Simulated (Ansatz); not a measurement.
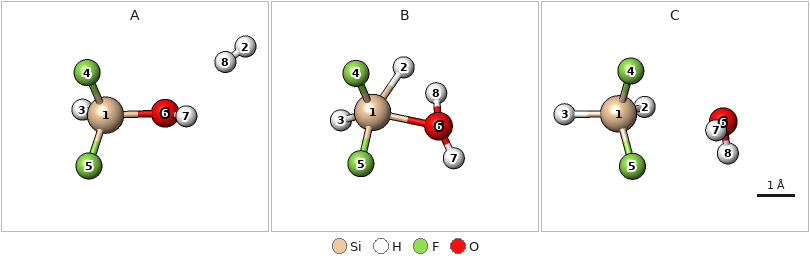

3 geometries from a converged minimum-energy path of SiH4OF2, made up at the start of SiH$_{2}$F$_{2}$ and H2O, shuffled. The picture is a ball-and-stick view, seen at a tilt.

All numbers below come from RKS B3LYP/def2-SVP (Ansatz). Run with 7 movable images; climbing image; force threshold 0.05 eV/Å; iteration limit 60; starting path through a guess of the saddle point.

Which frame is the top of the path?

B. In order along the path, whose images run from 0 to 8: C (image 1, +0.07 eV), B (image 4, +1.51 eV), A (image 8, −0.75 eV). Breaking: O6–H8 (0.97 → 1.13 at the top → 2.57 Å), Si1–H2 (1.47 → 1.72 at the top → 4.65 Å). Forming: H2–H8 (3.21 → 1.15 at the top → 0.76 Å), Si1–O6 (2.89 → 1.84 at the top → 1.64 Å).

Limits of the set-up: the start holds two separate molecules, 2.3 Å apart at their closest, whose relative position is a soft coordinate and is computed without a dispersion correction.

Cost: 9 min on 1 thread of Arm Neoverse V1 (shared host), peak memory 0.15 GiB.
